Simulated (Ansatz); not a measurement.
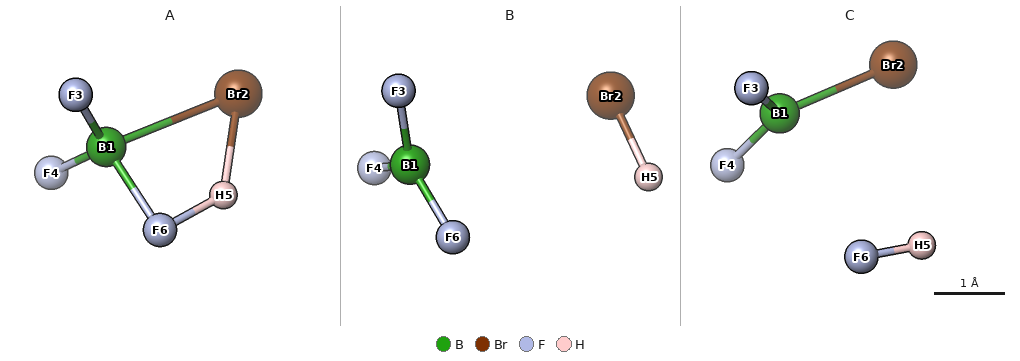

Three geometries of BHBrF₃: a saddle point and the two minima that it joins, in shuffled order. A ball-and-stick model, seen at a tilt. Sticks join atoms that are closer than about 1.2 times the sum of their covalent radii (a little more with hydrogen).

Stationary points at PBE0-D4/def2-TZVP, single-point energies with CCSD(T)/CBS, BLYP-D4, SPW92 (LDA), BHLYP-D4 (def2-TZVPP where no basis is named; Ansatz 0.2.0). The energies are electronic, without zero-point or thermal terms, and both ends are the minima reached downhill from the saddle, with any fragments still in contact. CCSD(T)/CBS stands for a frozen-core estimate: MP2 correlation extrapolated from def2-TZVPP and def2-QZVPP, CCSD(T) minus MP2 from the smaller set.

> Which frame is the transition state, what reaction does it lead through, and what barrier is to be expected?

Frame A is the saddle point. Counted by bonded pieces, C holds BBrF₂ + HF and B holds BF₃ + HBr. From C over the saddle to B, bonds form: B1–F6 (2.58 → 1.53 → 1.31 Å), Br2–H5 (3.01 → 1.72 → 1.42 Å). Bonds break: B1–Br2 (1.92 → 2.21 → 3.26 Å), H5–F6 (0.92 → 1.14 → 3.13 Å). The saddle has one imaginary mode, 816i cm⁻¹. With CCSD(T)/CBS the barrier is 15.9 kcal/mol from C and 32.8 kcal/mol from B, and B lies 16.9 kcal/mol below C.

```
      level  barrier from C (kcal/mol)  barrier from B (kcal/mol)  B less C (kcal/mol)
CCSD(T)/CBS                       15.9                       32.8                −16.9
    BLYP-D4                       12.5                       29.9                −17.4
SPW92 (LDA)                       −0.2                       15.5                −15.7
   BHLYP-D4                       17.4                       36.9                −19.5
```

Against CCSD(T)/CBS, BHLYP-D4 comes closest on the barrier from C (+1.5 kcal/mol) and SPW92 (LDA) misses most (−16.1 kcal/mol).

Limits of the set-up: the start holds two separate molecules, 2.6 Å apart at their closest, whose relative position is a soft coordinate.
